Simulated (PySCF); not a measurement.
**C₉H₁₀OSi: NMR shifts in solvents**

Aim: compute the NMR shifts of C₉H₁₀OSi (`[SiH3]Cc1occ2ccccc12`), and see what a dielectric continuum does where one was used.

Programs: PySCF 2.14.0, with density-fitted response routines of our own. Each step states its level of theory. These are calculated values for one molecule, in the gas phase or a continuum, unless marked as measured. Atoms count from 0, in the outputs and in this text.

## 1. Starting geometry

21 atoms, charge 0, multiplicity 1; geometry from: GFN2-xTB.

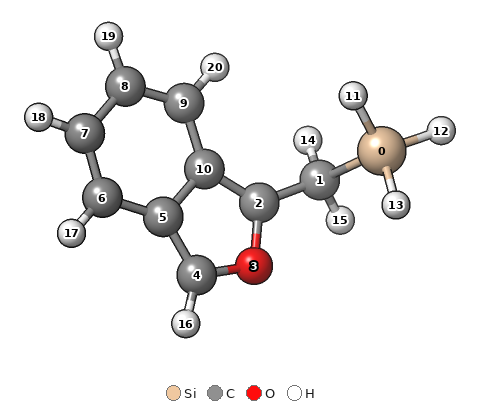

As it starts; silicon light orange, carbon grey, oxygen red, hydrogen white, atoms numbered; sticks join atoms by distance.

## 2. Relaxing the molecule at PBE0-D3(BJ)/def2-SVP

What the job is given:

```
{"job": {"xc": "PBE0", "basis": "def2-SVP", "d3": "d3bj", "grid": 1, "kind": "geom"}, "charge": 0, "multiplicity": 1}
Si     3.099077     0.277646     0.911142
C      2.184195    -0.508108    -0.578844
C      0.784655    -0.810458    -0.210849
O      0.489041    -2.013679     0.307438
C     -0.819882    -2.050140     0.622034
C     -1.409942    -0.846602     0.314506
C     -2.719276    -0.324851     0.424490
C     -2.941474     0.953841     0.017509
C     -1.902855     1.761981    -0.513388
C     -0.630940     1.295327    -0.643392
C     -0.355697    -0.025386    -0.227806
H      2.428446     1.531632     1.253050
H      4.485533     0.526328     0.513174
H      3.049805    -0.652038     2.038197
H      2.196241     0.171405    -1.430178
H      2.682552    -1.430435    -0.876176
H     -1.200943    -2.958547     1.041944
H     -3.510475    -0.940459     0.824739
H     -3.931617     1.380163     0.092620
H     -2.144114     2.769891    -0.818959
H      0.158750     1.909432    -1.051355
```

Log:

```text
step   0  E = -712.67507275  max force = 0.016654
step   1  E = -712.67813590  max force = 0.002832
step   2  E = -712.67820765  max force = 0.001444
step   3  E = -712.67820524  max force = 0.001460
step   4  E = -712.67821757  max force = 0.000412
optimisation converged
```

Wall time 2.6 min (1 thread, shared host).

Relaxation path:

| step | energy from step 0 (eV) | largest force component (eV/Å) |
| --- | --- | --- |
| 0 | 0.0000 | 0.8564 |
| 1 | -0.0834 | 0.1456 |
| 2 | -0.0853 | 0.0743 |
| 3 | -0.0852 | 0.0751 |
| 4 | -0.0856 | 0.0212 |

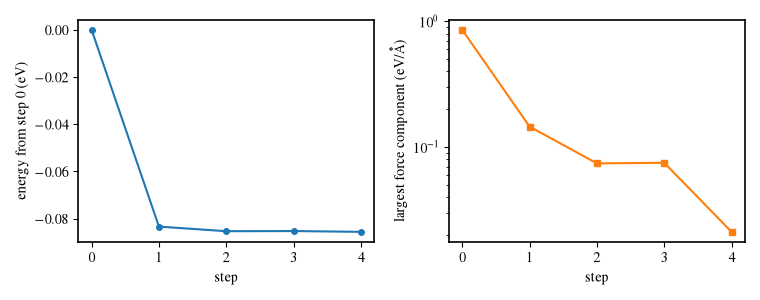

Energy and largest force along the relaxation.

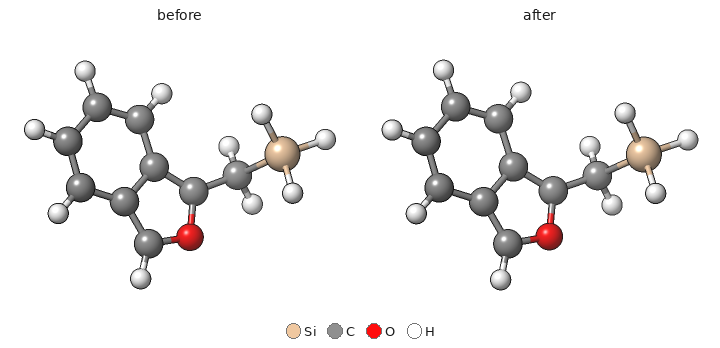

Before and after, at one scale.

Distances of close pairs at the start and the end, largest changes first:

| bond | before (Å) | after (Å) | change (Å) |
| --- | --- | --- | --- |
| Si0–H12 | 1.464 | 1.496 | +0.033 |
| Si0–H13 | 1.462 | 1.493 | +0.031 |
| Si0–H11 | 1.463 | 1.493 | +0.031 |
| C7–C8 | 1.419 | 1.435 | +0.016 |
| C4–H16 | 1.071 | 1.086 | +0.015 |
| Si0–C1 | 1.917 | 1.902 | -0.015 |
| C9–C10 | 1.412 | 1.425 | +0.013 |
| C5–C6 | 1.414 | 1.427 | +0.013 |

The next job starts from the end point, and lists it.

| at the end point | value |
| --- | --- |
| point group (found at 0.08 Å tolerance) | C1 |
| rotational constants (GHz, main isotopes) | 1.861, 0.658, 0.528 |
| dipole moment (D) | 0.50 |

## 3. Shielding tensors: PBE0/pcSseg-1 in chloroform

What the job is given:

```
{"job": {"kind": "nmr", "xc": "PBE0", "basis": "pcSseg-1", "solvent": "chloroform", "pop": true}, "charge": 0, "multiplicity": 1}
Si     3.203736     0.349486     0.895005
C      2.230055    -0.423979    -0.544550
C      0.819708    -0.695616    -0.186401
O      0.518824    -1.903095     0.326555
C     -0.790725    -1.958715     0.641379
C     -1.384431    -0.754919     0.334627
C     -2.708996    -0.235383     0.439990
C     -2.940776     1.047545     0.026744
C     -1.893301     1.871678    -0.504414
C     -0.611132     1.409645    -0.622421
C     -0.328081     0.077438    -0.204428
H      2.576378     1.650321     1.275104
H      4.621499     0.592582     0.483172
H      3.185359    -0.569300     2.071398
H      2.275923     0.262251    -1.404850
H      2.725181    -1.359044    -0.850182
H     -1.150251    -2.894787     1.057358
H     -3.515994    -0.851494     0.842365
H     -3.947950     1.464742     0.099734
H     -2.134497     2.889935    -0.817880
H      0.180633     2.045783    -1.025045
```

Method: GIAO PBE0/pcSseg-1 NMR shielding, non-relativistic, IEF-PCM chloroform.

Log:

```text
coarse grid: 18688 points
cycle   1  E = -712.8603214066  dE =  1.915e+00  |g| = 4.771e-01  |ddm| = 4.687e+00
cycle   2  E = -712.8483823123  dE =  1.194e-02  |g| = 5.615e-01  |ddm| = 1.009e+00
cycle   3  E = -712.9134561577  dE = -6.507e-02  |g| = 8.210e-02  |ddm| = 4.799e-01
cycle   4  E = -712.9146018701  dE = -1.146e-03  |g| = 3.743e-02  |ddm| = 9.458e-02
cycle   5  E = -712.9149126343  dE = -3.108e-04  |g| = 1.236e-02  |ddm| = 4.516e-02
cycle   6  E = -712.9149475585  dE = -3.492e-05  |g| = 4.317e-03  |ddm| = 1.535e-02
cycle   7  E = -712.9149520652  dE = -4.507e-06  |g| = 8.420e-04  |ddm| = 4.401e-03
final grid: 177728 points
cycle   8  E = -712.9902233012  dE = -3.084e-05  |g| = 1.167e-02  |ddm| = 6.031e-02
cycle   9  E = -712.9901835593  dE =  3.974e-05  |g| = 1.880e-02  |ddm| = 2.257e-02
cycle  10  E = -712.9902500280  dE = -6.647e-05  |g| = 2.002e-03  |ddm| = 1.416e-02
cycle  11  E = -712.9902509400  dE = -9.120e-07  |g| = 2.344e-04  |ddm| = 1.907e-03
cycle  12  E = -712.9902509490  dE = -9.036e-09  |g| = 1.330e-04  |ddm| = 3.255e-04
cycle  13  E = -712.9902509535  dE = -4.534e-09  |g| = 2.152e-05  |ddm| = 1.549e-04
cycle  14  E = -712.9902509536  dE = -8.686e-11  |g| = 8.985e-06  |ddm| = 2.724e-05
converged SCF energy = -712.9902509536

GIAO shielding tensors (ppm)
atom      isotropic    diamagn.    paramagn.     s11        s22        s33       span
  0 Si     417.574     878.214    -460.641    387.110    404.797    460.813     73.703
  1 C      174.068     250.930     -76.862    157.821    168.497    195.886     38.065
  2 C       35.811     259.064    -223.252    -15.909     24.706     98.637    114.546
  3 O        9.225     401.324    -392.099   -113.267    -85.924    226.868    340.136
  4 C       49.169     250.654    -201.485     -7.751     47.812    107.447    115.198
  5 C       55.389     259.341    -203.952    -22.198     26.438    161.927    184.126
  6 C       59.501     248.406    -188.904    -43.168     48.758    172.914    216.082
  7 C       54.240     254.202    -199.962    -53.817     44.691    171.846    225.664
  8 C       56.752     254.645    -197.894    -49.571     48.227    171.599    221.171
  9 C       59.090     250.720    -191.630    -47.349     50.272    174.347    221.696
 10 C       62.036     261.007    -198.971    -10.176     32.362    163.921    174.097
 11 H       27.424      28.651      -1.227     23.117     27.535     31.620      8.503
 12 H       27.152      27.022       0.130     24.114     24.308     33.035      8.921
 13 H       27.417      28.021      -0.604     23.433     26.629     32.190      8.757
 14 H       28.354      30.372      -2.018     23.309     27.621     34.130     10.821
 15 H       28.408      28.119       0.290     23.222     27.219     34.783     11.561
 16 H       23.186      31.328      -8.143     18.748     24.519     26.290      7.542
 17 H       23.603      29.902      -6.299     19.363     24.719     26.728      7.365
 18 H       24.112      28.432      -4.320     20.541     24.948     26.846      6.305
 19 H       24.182      30.194      -6.012     20.482     24.653     27.412      6.930
 20 H       23.562      33.073      -9.511     19.136     23.315     28.236      9.100
```

Wall time 85 s (1 thread, shared host).

The references, computed at this level on geometries of the same kind, shield at (ppm): ¹H TMS 31.25, ¹³C TMS 185.2, ²⁹Si TMS 351.9, ¹⁷O H2O 341.0. Their shielding less the atom's gives the shift. The references are single molecules in the same continuum, so shifts against H2O, NH3, PH3, H3PO4 or CFCl3 are not on the usual liquid scales and can be off by tens of ppm. Atoms listed in one row are averaged.

| atoms | environment | σ (ppm) | δ (ppm) |
| --- | --- | --- | --- |
| C2 | substituted aromatic carbon next to the ring oxygen | 35.8 | 149.4 |
| C4 | aromatic CH next to the ring oxygen | 49.2 | 136.0 |
| C7 | aromatic CH | 54.2 | 130.9 |
| C5 | ring-fusion aromatic carbon | 55.4 | 129.8 |
| C8 | aromatic CH | 56.8 | 128.4 |
| C9 | aromatic CH | 59.1 | 126.1 |
| C6 | aromatic CH | 59.5 | 125.7 |
| C10 | ring-fusion aromatic carbon | 62.0 | 123.1 |
| C1 | sp3 CH2 bonded to Si, on an aromatic ring | 174.1 | 11.1 |
| H16 | hydrogen on an aromatic CH next to the ring oxygen | 23.19 | 8.06 |
| H20 | hydrogen on an aromatic CH | 23.56 | 7.68 |
| H17 | hydrogen on an aromatic CH | 23.60 | 7.64 |
| H18 | hydrogen on an aromatic CH | 24.11 | 7.14 |
| H19 | hydrogen on an aromatic CH | 24.18 | 7.06 |
| H11, H12, H13 | hydrogen on a silicon bonded to C | 27.33 | 3.92 |
| H14, H15 | hydrogen on an sp3 CH2 bonded to Si, on an aromatic ring | 28.38 | 2.87 |
| Si0 | silicon bonded to C, 3 H | 417.6 | -65.7 |
| O3 | aromatic ring oxygen | 9.2 | 331.7 |

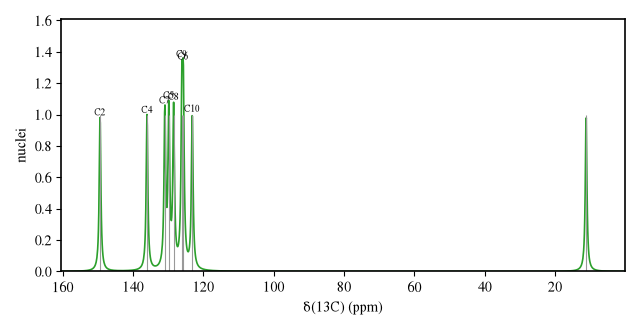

¹³C lines at the computed shifts, without couplings. Lines are broadened to a width of 0.55 ppm (Lorentzian).

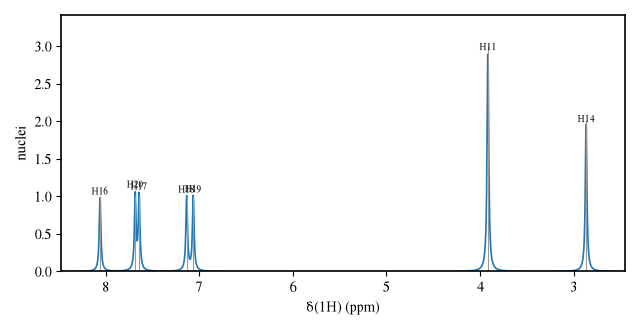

¹H lines at the computed shifts, without couplings. Lines are broadened to a width of 0.02 ppm (Lorentzian).

The run also stored atomic charges by several schemes (e):

| atoms | Mulliken | IAO | Hirshfeld | ESP fit |
| --- | --- | --- | --- | --- |
| Si0 | 0.51 | 0.60 | 0.32 | 0.43 |
| C1 | -0.41 | -0.55 | -0.15 | -0.34 |
| C2 | 0.21 | 0.16 | 0.06 | 0.03 |
| O3 | -0.39 | -0.22 | -0.06 | -0.09 |
| C4 | 0.18 | -0.03 | -0.01 | -0.33 |
| C5 | -0.17 | -0.06 | -0.05 | 0.20 |
| C6 | -0.04 | -0.16 | -0.05 | -0.37 |
| C7 | -0.10 | -0.17 | -0.06 | -0.11 |
| C8 | -0.11 | -0.17 | -0.06 | -0.13 |
| C9 | -0.06 | -0.16 | -0.05 | -0.37 |
| C10 | -0.24 | -0.08 | -0.05 | 0.14 |

IAO charges:

Si0 0.60; C1 -0.55; C2 0.16; O3 -0.22; C4 -0.03; C5 -0.06; C6 -0.16; C7 -0.17; C8 -0.17; C9 -0.16; C10 -0.08; H11 -0.11; H12 -0.12; H13 -0.11; H14 0.17; H15 0.18; H16 0.18; H17 0.16; H18 0.16; H19 0.16; H20 0.16

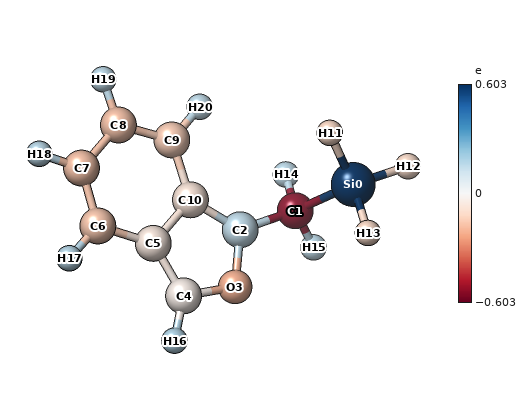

IAO charges, as colours on the atoms.

Mayer bond orders: Si0–C1 0.88, C1–C2 1.09, C2–O3 1.03, O3–C4 1.07, C4–C5 1.48, C5–C6 1.16, C6–C7 1.64, C7–C8 1.23, C8–C9 1.64, C9–C10 1.20, C10–C2 1.38, C10–C5 1.25.

Ring of atoms C2, O3, C4, C5, C10: NICS(0) -15.0, NICS(1) -13.0, NICS(1)zz -33.7 ppm (means of both faces).

Ring of atoms C5, C6, C7, C8, C9, C10: NICS(0) -5.0, NICS(1) -7.8, NICS(1)zz -17.3 ppm (means of both faces).

## 4. Nuclear shieldings: PBE0/pcSseg-1 in cyclohexane

Same as in step 3 but for these lines:

```diff
@@ -1,2 +1,2 @@
-{"job": {"kind": "nmr", "xc": "PBE0", "basis": "pcSseg-1", "solvent": "chloroform", "pop": true}, "charge": 0, "multiplicity": 1}
+{"job": {"kind": "nmr", "xc": "PBE0", "basis": "pcSseg-1", "solvent": "cyclohexane", "pop": false}, "charge": 0, "multiplicity": 1}
 Si     3.203736     0.349486     0.895005
```

Method: GIAO PBE0/pcSseg-1 NMR shielding, non-relativistic, IEF-PCM cyclohexane.

Log:

```text
coarse grid: 18688 points
cycle   1  E = -712.8564455984  dE =  1.919e+00  |g| = 4.814e-01  |ddm| = 4.688e+00
cycle   2  E = -712.8421763466  dE =  1.427e-02  |g| = 5.734e-01  |ddm| = 1.061e+00
cycle   3  E = -712.9109229368  dE = -6.875e-02  |g| = 8.277e-02  |ddm| = 5.107e-01
cycle   4  E = -712.9120934636  dE = -1.171e-03  |g| = 3.942e-02  |ddm| = 1.037e-01
cycle   5  E = -712.9124538116  dE = -3.603e-04  |g| = 1.342e-02  |ddm| = 5.066e-02
cycle   6  E = -712.9124957566  dE = -4.195e-05  |g| = 4.783e-03  |ddm| = 1.713e-02
cycle   7  E = -712.9125012267  dE = -5.470e-06  |g| = 1.029e-03  |ddm| = 5.031e-03
final grid: 177728 points
cycle   8  E = -712.9877927028  dE = -3.000e-05  |g| = 1.183e-02  |ddm| = 5.981e-02
cycle   9  E = -712.9877484713  dE =  4.423e-05  |g| = 1.942e-02  |ddm| = 2.383e-02
cycle  10  E = -712.9878201002  dE = -7.163e-05  |g| = 2.125e-03  |ddm| = 1.529e-02
cycle  11  E = -712.9878211546  dE = -1.054e-06  |g| = 2.670e-04  |ddm| = 2.152e-03
cycle  12  E = -712.9878211669  dE = -1.224e-08  |g| = 1.466e-04  |ddm| = 3.786e-04
cycle  13  E = -712.9878211725  dE = -5.623e-09  |g| = 2.696e-05  |ddm| = 1.759e-04
cycle  14  E = -712.9878211726  dE = -1.271e-10  |g| = 1.295e-05  |ddm| = 3.264e-05
converged SCF energy = -712.9878211726

GIAO shielding tensors (ppm)
atom      isotropic    diamagn.    paramagn.     s11        s22        s33       span
  0 Si     418.118     878.263    -460.146    387.802    405.617    460.935     73.133
  1 C      173.991     250.948     -76.957    158.083    168.146    195.743     37.660
  2 C       36.791     259.115    -222.324    -14.837     26.283     98.928    113.766
  3 O        8.860     401.141    -392.282   -113.830    -85.857    226.265    340.095
  4 C       49.430     250.908    -201.478     -7.914     48.949    107.254    115.168
  5 C       55.121     259.146    -204.025    -22.495     26.039    161.818    184.313
  6 C       59.564     248.685    -189.121    -43.129     49.415    172.407    215.537
  7 C       54.357     254.161    -199.805    -53.661     45.385    171.346    225.006
  8 C       56.707     254.574    -197.867    -49.642     48.649    171.114    220.756
  9 C       59.476     251.081    -191.605    -46.925     51.561    173.792    220.717
 10 C       61.662     260.857    -199.194    -10.647     31.778    163.857    174.504
 11 H       27.405      28.621      -1.217     23.090     27.523     31.602      8.511
 12 H       27.159      27.043       0.117     24.122     24.313     33.042      8.920
 13 H       27.392      27.997      -0.605     23.399     26.606     32.172      8.774
 14 H       28.469      30.543      -2.074     23.447     27.780     34.181     10.734
 15 H       28.472      28.268       0.205     23.306     27.313     34.797     11.491
 16 H       23.276      31.420      -8.144     18.883     24.581     26.364      7.481
 17 H       23.689      29.918      -6.229     19.472     24.748     26.847      7.374
 18 H       24.188      28.409      -4.221     20.623     25.007     26.933      6.310
 19 H       24.253      30.197      -5.944     20.560     24.700     27.498      6.938
 20 H       23.675      33.204      -9.530     19.276     23.373     28.375      9.099
```

Wall time 80 s (1 thread, shared host).

Key values: δ C2 148.0, C4 135.4, C7 130.5, C5 129.7, H16 7.98, H20 7.58 ppm.

## 5. Run by run: NMR shifts

Shifts (ppm) of some atoms, chosen among heavy atoms and hydrogens apart, with basis size and wall time:

| run | C2 | C4 | C7 | C9 | H16 | H20 | O3 | functions | time |
| --- | --- | --- | --- | --- | --- | --- | --- | --- | --- |
| PBE0/pcSseg-1 in chloroform | 149.4 | 136.0 | 130.9 | 126.1 | 8.06 | 7.68 | 331.7 | 244 | 85 s |
| PBE0/pcSseg-1 in cyclohexane | 148.0 | 135.4 | 130.5 | 125.3 | 7.98 | 7.58 | 329.4 | 244 | 80 s |

The continuum's effect on the ground state:

| solvent | ε | polarisation energy (Eh) | μ (D) |
| --- | --- | --- | --- |
| cyclohexane | 2.02 | -0.0028 | 0.57 |
| chloroform | 4.71 | -0.0056 | 0.69 |

## 6. Summary of results

```
                                                                          quantity                                                             value
                                                                       point group                                                                C1
                                              rotational constants (main isotopes)                                              1.86, 0.66, 0.53 GHz
                                ¹³C shifts against TMS (PBE0/pcSseg-1, chloroform)  149.4, 136.0, 130.9, 129.8, 128.4, 126.1, 125.7, 123.1, 11.1 ppm
¹H shifts against TMS (PBE0/pcSseg-1, chloroform, means over atoms taken as alike)                      8.06, 7.68, 7.64, 7.14, 7.06, 3.92, 2.87 ppm
                               ²⁹Si shifts against TMS (PBE0/pcSseg-1, chloroform)                                                         -65.7 ppm
                                ¹⁷O shifts against H2O (PBE0/pcSseg-1, chloroform)                                                         331.7 ppm
                                                          range of the shift of O3                                                329.4 to 331.7 ppm
```

**Reading.** The optimisation took 4 steps and gained 0.086 eV; among the close pairs (by a distance rule), Si0–H12 changed most, from 1.464 to 1.496 Å. At PBE0/pcSseg-1: Shielding is most anisotropic at O3 (span 340 ppm, paramagnetic term -392 ppm). NICS(1)zz of -34 ppm above the planar ring from C2 marks a diatropic (aromatic) ring current. NICS(1)zz of -17 ppm above the planar ring from C5 marks a diatropic (aromatic) ring current. In ppm, O3 moves most: its shift spreads over 2.3 ppm, from 329.4 (PBE0/pcSseg-1 in cyclohexane) to 331.7 (PBE0/pcSseg-1 in chloroform). Most of that comes from the computed reference, not from the atom's own shielding. The continuum holds electrostatics alone: no hydrogen bonds to the solvent, and the gas-phase geometry is kept.
